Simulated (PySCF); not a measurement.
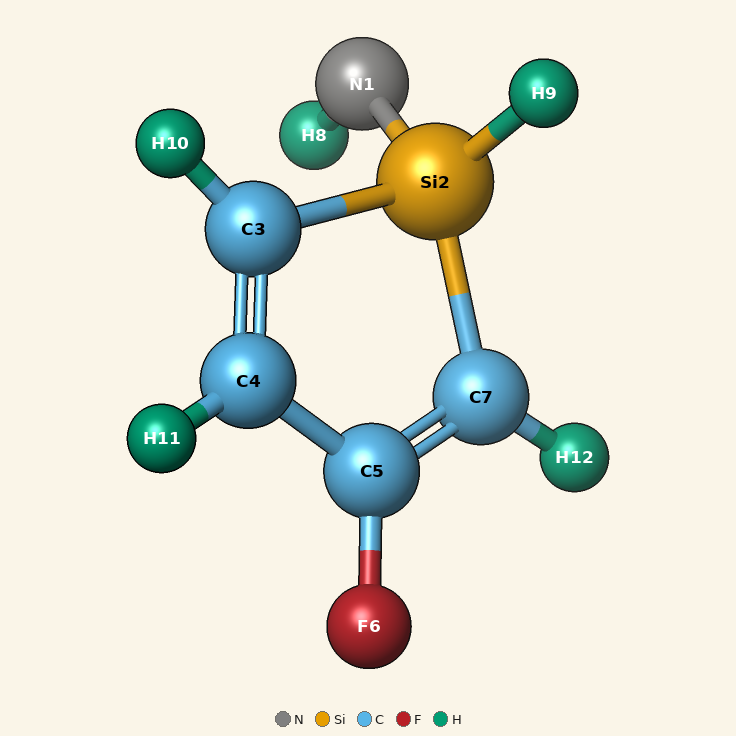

State: neutral, doublet. The computed structure is the end point of a GFN2-xTB optimisation. No frequency run is at hand to confirm it as a minimum. Properties computed with UKS B3LYP, pcH-1 on C F H N Si, non-relativistic (PySCF 2.14.0).

Give the isotropic hyperfine couplings (Fermi-contact term alone) of N1, Si2, C3, C4, C5, F6, C7, H8, H9, H10, H11, H12.

```json
{"atom": "N1", "isotope": "14N", "a_iso (MHz)": "26.3"}
{"atom": "Si2", "isotope": "29Si", "a_iso (MHz)": "56.3"}
{"atom": "C3", "isotope": "13C", "a_iso (MHz)": "79.6"}
{"atom": "C4", "isotope": "13C", "a_iso (MHz)": "4.4"}
{"atom": "C5", "isotope": "13C", "a_iso (MHz)": "−2.6"}
{"atom": "F6", "isotope": "19F", "a_iso (MHz)": "−2.4"}
{"atom": "C7", "isotope": "13C", "a_iso (MHz)": "4.5"}
{"atom": "H8", "isotope": "1H", "a_iso (MHz)": "−52.5"}
{"atom": "H9", "isotope": "1H", "a_iso (MHz)": "37.1"}
{"atom": "H10", "isotope": "1H", "a_iso (MHz)": "−1.3"}
{"atom": "H11", "isotope": "1H", "a_iso (MHz)": "20.1"}
{"atom": "H12", "isotope": "1H", "a_iso (MHz)": "−1.6"}
```

The geometry is semi-empirical. Around Si such bond lengths and angles can be off by a tenth of an ångström or more and by several degrees, and values that hang on the shape move with them.
